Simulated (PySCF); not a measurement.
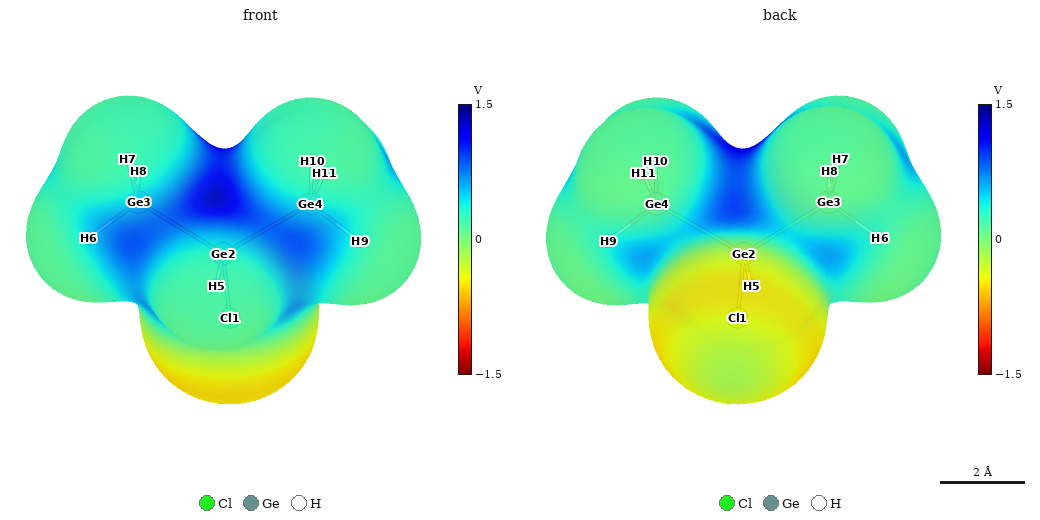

ClGe₃H₇ (SMILES [Cl][GeH]([GeH3])[GeH3]). The electrostatic potential painted on the density surface at 0.001 e/bohr³, seen from the front and from behind; the colour scale runs from red (negative) to blue (positive).

Geometry: GFN2-xTB.

These are results of PySCF, B3LYP/def2-SVPD, SCF density, gas phase, not measurements.

The calculation's input:

```
{"job": {"kind": "uv", "xc": "B3LYP", "basis": "def2-SVPD", "nstates": 8, "ntriplets": 3}, "charge": 0, "multiplicity": 1}
Cl    -0.111930    -2.642701    -0.631021
Ge    -0.164093    -0.525719    -0.651604
Ge     2.071482     0.314654    -0.286466
Ge    -1.944826     0.229259     0.794957
H     -0.560935    -0.192596    -2.105243
H      3.072016    -0.234670    -1.260507
H      2.168678     1.808272    -0.407872
H      2.624393    -0.004030     1.072560
H     -3.277554    -0.367892     0.449653
H     -2.146039     1.716871     0.755440
H     -1.725769    -0.098778     2.244140
```

Command:

```sh
OMP_NUM_THREADS=1 python probes_run.py task.json out
```

Q: Where is the surface potential most negative and most positive?

A: The most negative region (about −0.5 V) lies over Cl1, the most positive (about +1.2 V) over Ge2, Ge3 and Ge4.
